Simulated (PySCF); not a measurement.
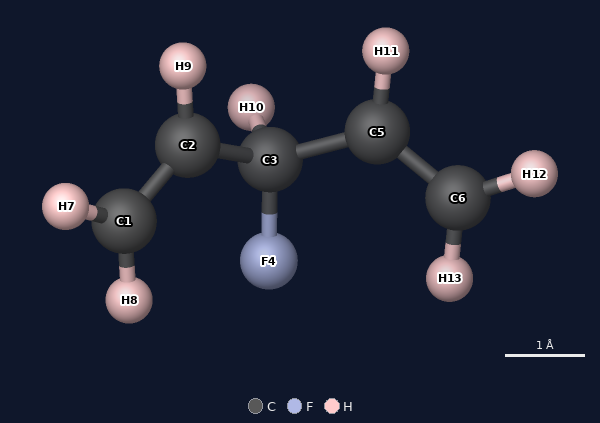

Fig. 1: The input geometry of run A (ball-and-stick view, seen at a tilt; atoms are numbered from 1 in the order of the input). Bond lengths as drawn: C–C 1.33 to 1.50 Å, C–F 1.37 Å and C–H 1.09 to 1.11 Å.

# What a change does: NMR shielding calculation on C$_{5}$H$_{7}$F

System: C$_{5}$H$_{7}$F, SMILES C=CC(F)C=C.
Method of run A: GIAO PBE0/6-311+G(2d,p) NMR shielding, non-relativistic, gas phase (PySCF 2.14.0).

The geometry comes from this level: PBE0-D3(BJ)/def2-SVP. Text and figures count atoms from 1; the logs count them from 0 in places.

## Input file, run A
```
{"job": {"kind": "nmr", "xc": "PBE0", "basis": "6-311+G(2d,p)", "pop": true}, "charge": 0, "multiplicity": 1}
C      2.235893    -0.081782    -0.218783
C      1.191770     0.389594     0.457975
C     -0.093816    -0.362916     0.647694
F     -0.022206    -1.593831     0.045173
C     -1.269508     0.410342     0.123878
C     -2.087921    -0.029411    -0.828451
H      3.147184     0.509869    -0.331423
H      2.203525    -1.071882    -0.680115
H      1.222758     1.383169     0.919589
H     -0.242432    -0.536937     1.733445
H     -1.419727     1.394145     0.582951
H     -2.927299     0.576546    -1.177378
H     -1.938121    -1.010918    -1.284621
```

The first line tells a small driver script what to run in PySCF; the rest is the geometry in Å.

Launched with:
```bash
OMP_NUM_THREADS=1 python <driver script> task.json out
```

Hardware: 1 CPU thread, shared host.

## Output (run A)
```
coarse grid: 10856 points
cycle   1  E = -294.2211116984  dE =  6.028e-01  |g| = 5.507e-01  |ddm| = 3.118e+00
cycle   2  E = -294.1729733593  dE =  4.814e-02  |g| = 7.783e-01  |ddm| = 1.429e+00
cycle   3  E = -294.2798007723  dE = -1.068e-01  |g| = 1.131e-01  |ddm| = 9.446e-01
cycle   4  E = -294.2823602168  dE = -2.559e-03  |g| = 4.353e-02  |ddm| = 1.104e-01
cycle   5  E = -294.2827924730  dE = -4.323e-04  |g| = 1.497e-02  |ddm| = 4.301e-02
cycle   6  E = -294.2828397614  dE = -4.729e-05  |g| = 3.046e-03  |ddm| = 1.229e-02
cycle   7  E = -294.2828417360  dE = -1.975e-06  |g| = 3.553e-04  |ddm| = 3.314e-03
final grid: 105248 points
cycle   8  E = -294.2828380734  dE = -5.223e-05  |g| = 6.185e-03  |ddm| = 8.254e-02
cycle   9  E = -294.2828371386  dE =  9.348e-07  |g| = 6.594e-03  |ddm| = 1.240e-02
cycle  10  E = -294.2828478144  dE = -1.068e-05  |g| = 1.081e-03  |ddm| = 5.923e-03
cycle  11  E = -294.2828479858  dE = -1.713e-07  |g| = 3.910e-04  |ddm| = 1.070e-03
cycle  12  E = -294.2828480169  dE = -3.114e-08  |g| = 1.088e-04  |ddm| = 3.809e-04
cycle  13  E = -294.2828480195  dE = -2.635e-09  |g| = 3.701e-05  |ddm| = 1.176e-04
cycle  14  E = -294.2828480198  dE = -2.849e-10  |g| = 4.532e-06  |ddm| = 4.250e-05
converged SCF energy = -294.2828480198

GIAO shielding tensors (ppm)
atom      isotropic    diamagn.    paramagn.     s11        s22        s33       span
  0 C       70.102     257.525    -187.424    -42.836     73.520    179.621    222.456
  1 C       44.500     253.115    -208.615    -74.941     62.497    145.945    220.887
  2 C       94.641     237.577    -142.936     75.047     80.120    128.756     53.709
  3 F      399.715     479.475     -79.760    355.189    399.958    443.997     88.808
  4 C       44.532     252.967    -208.435    -74.594     62.285    145.906    220.500
  5 C       70.065     257.558    -187.493    -42.908     73.423    179.680    222.589
  6 H       26.183      29.692      -3.508     23.821     25.474     29.254      5.433
  7 H       25.723      32.495      -6.772     22.723     24.288     30.156      7.433
  8 H       25.401      29.547      -4.147     23.445     24.817     27.939      4.494
  9 H       25.910      29.219      -3.309     23.227     24.983     29.519      6.292
 10 H       25.407      29.469      -4.062     23.495     24.828     27.899      4.404
 11 H       26.173      29.658      -3.485     23.823     25.478     29.219      5.396
 12 H       25.740      32.503      -6.763     22.748     24.301     30.173      7.425
```

Run B used a changed input.

## The two runs side by side

| quantity | run A | run B |
| --- | --- | --- |
| outcome | converged | converged |
| total energy (hartree) | −294.282848 | −294.184086 |
| HOMO (eV) | −7.64 | −7.32 |
| LUMO (eV) | −0.35 | 0.27 |
| dipole moment (D) | 1.62 | 1.45 |
| shielding of C1 (ppm) | 70.1 | 84.6 |
| shielding of C2 (ppm) | 44.5 | 65.1 |
| shielding of C3 (ppm) | 94.6 | 107.3 |
| shielding of F4 (ppm) | 399.7 | 418.5 |
| shielding of C5 (ppm) | 44.5 | 65.1 |
| shielding of C6 (ppm) | 70.1 | 84.5 |
| shielding of H9 (ppm) | 25.4 | 26.1 |
| SCF iterations | 14 | 14 |
| basis functions | 204 | 98 |
| wall time (shared host) | 22 s | 7.8 s |

Which change of the input explains these differences?

The change (lines with − go, lines with + come):
```diff
-"basis": "6-311+G(2d,p)"
+"basis": "6-31G*"
```

The total energy of run B is 62.0 kcal/mol higher, which measures the change of basis and not a stability. The HOMO goes from −7.64 to −7.32 eV. The LUMO goes from −0.35 to 0.27 eV. The dipole moment goes from 1.62 to 1.45 D. Of all shieldings, the largest change is that of C2 and C5, by +20.6 ppm. Diffuse functions give room to the loosely bound empty orbitals, which lowers the LUMO. The number of SCF iterations is the same. The basis functions go from 204 to 98.

## Output (run B)
```
coarse grid: 10856 points
cycle   1  E = -294.1547275599  dE =  6.096e-01  |g| = 5.603e-01  |ddm| = 3.205e+00
cycle   2  E = -294.1139732725  dE =  4.075e-02  |g| = 7.474e-01  |ddm| = 1.088e+00
cycle   3  E = -294.2175916970  dE = -1.036e-01  |g| = 1.214e-01  |ddm| = 6.755e-01
cycle   4  E = -294.2210489287  dE = -3.457e-03  |g| = 3.540e-02  |ddm| = 1.370e-01
cycle   5  E = -294.2213278029  dE = -2.789e-04  |g| = 1.417e-02  |ddm| = 3.686e-02
cycle   6  E = -294.2213744562  dE = -4.665e-05  |g| = 1.765e-03  |ddm| = 1.268e-02
cycle   7  E = -294.2213751575  dE = -7.013e-07  |g| = 3.304e-04  |ddm| = 2.004e-03
final grid: 105248 points
cycle   8  E = -294.1840734060  dE = -2.732e-05  |g| = 7.057e-03  |ddm| = 1.892e-02
cycle   9  E = -294.1840707643  dE =  2.642e-06  |g| = 8.357e-03  |ddm| = 1.445e-02
cycle  10  E = -294.1840860795  dE = -1.532e-05  |g| = 1.404e-03  |ddm| = 7.563e-03
cycle  11  E = -294.1840864746  dE = -3.951e-07  |g| = 2.854e-04  |ddm| = 1.300e-03
cycle  12  E = -294.1840864927  dE = -1.810e-08  |g| = 1.231e-04  |ddm| = 3.413e-04
cycle  13  E = -294.1840864962  dE = -3.541e-09  |g| = 1.711e-05  |ddm| = 1.151e-04
cycle  14  E = -294.1840864963  dE = -6.867e-11  |g| = 2.357e-06  |ddm| = 2.374e-05
converged SCF energy = -294.1840864963

GIAO shielding tensors (ppm)
atom      isotropic    diamagn.    paramagn.     s11        s22        s33       span
  0 C       84.557     256.995    -172.438    -17.156     87.559    183.267    200.423
  1 C       65.093     256.101    -191.008    -40.273     79.881    155.670    195.943
  2 C      107.339     239.597    -132.258     88.020     93.343    140.654     52.634
  3 F      418.463     473.955     -55.493    393.854    411.398    450.136     56.282
  4 C       65.125     256.053    -190.928    -39.953     79.680    155.648    195.600
  5 C       84.535     257.010    -172.475    -17.179     87.482    183.302    200.480
  6 H       26.742      28.937      -2.195     24.244     26.068     29.914      5.670
  7 H       26.349      31.612      -5.263     23.601     24.788     30.658      7.056
  8 H       26.140      30.138      -3.997     24.543     25.472     28.406      3.863
  9 H       26.420      28.133      -1.713     23.606     25.440     30.214      6.608
 10 H       26.146      30.108      -3.961     24.598     25.470     28.371      3.772
 11 H       26.735      28.926      -2.191     24.250     26.076     29.878      5.628
 12 H       26.362      31.643      -5.281     23.626     24.791     30.671      7.045
```
